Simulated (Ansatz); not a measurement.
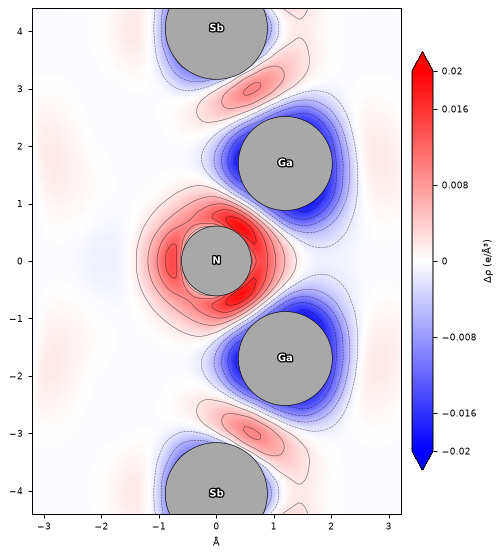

Ga4Sb3N. Difference of the valence pseudo-densities of two functionals at the same geometry, on the (101) plane of the calculation cell: one of HSE06 and PBE less the other.

Both computed with Ansatz (plane waves, PAW), on the same k-point mesh. Grey discs cover the atomic cores.

```
CELL_PARAMETERS angstrom
5.72840 0.00000 0.00000
0.00000 5.72840 0.00000
0.00000 0.00000 5.72840
ATOMIC_POSITIONS crystal
N 0.00000 0.00000 0.00000
Ga 0.79040 0.79040 0.79040
Sb 0.50000 0.50000 0.00000
Ga 0.20960 0.20960 0.79040
Sb 0.50000 0.00000 0.50000
Ga 0.20960 0.79040 0.20960
Sb 0.00000 0.50000 0.50000
Ga 0.79040 0.20960 0.20960
```

> Which was subtracted from which, and what does the map show?

It is HSE06 less PBE. Against PBE, HSE06 gives more density around N (+0.014 e/Å³ on average at 0.8 Å from the nucleus), less density around Ga (−0.011 e/Å³ on average at 1.0 Å from the nucleus) and a change of +0.005 e/Å³ at the midpoint of Ga–N and +0.009 e/Å³ at the midpoint of Ga–Sb.
